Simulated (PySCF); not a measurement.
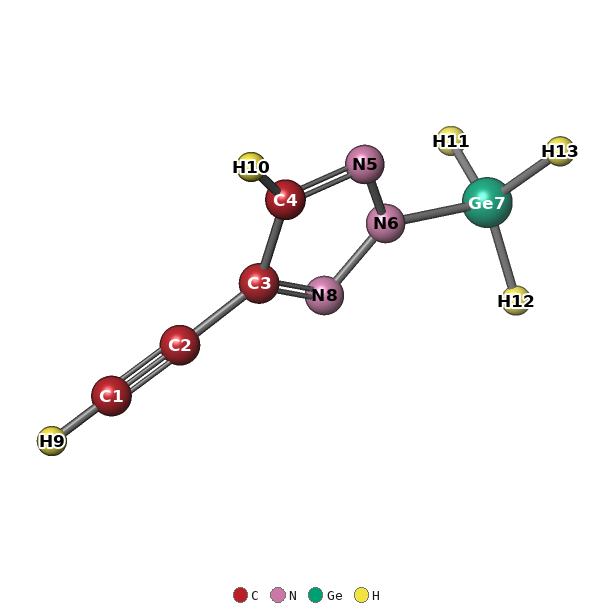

The computed structure is the end point of a GFN2-xTB optimisation. No frequency run is at hand to confirm it as a minimum. Properties computed with B3LYP/pcJ-1 (pcSseg-1 on Ge) indirect spin-spin coupling, non-relativistic, gas phase (PySCF 2.14.0). Isotopes: 13C, 1H, 15N.

Give the spin–spin coupling constants of these pairs, with the number of bonds between them: N5/N6, N6/N8, C2/N8, C4/N8, N5/H10, N5/N8, N6/H13, N6/H12, C1/N8, C2/N5, N5/H13, N6/H10, N8/H12, N8/H13.

```tsv
pair	bonds apart	J (Hz)
N5, N6	1	−16.2
N6, N8	1	−16.0
C2, N8	2	−10.2
C4, N8	2	0.6
N5, H10	2	−14.2
N5, N8	2	−1.0
N6, H13	2	−5.0
N6, H12	2	−5.0
C1, N8	3	−2.0
C2, N5	3	−0.6
N5, H13	3	−0.7
N6, H10	3	−9.3
N8, H12	3	−0.6
N8, H13	3	−4.2
```

The geometry is semi-empirical. Around Ge such bond lengths and angles can be off by a tenth of an ångström or more and by several degrees, and values that hang on the shape move with them.
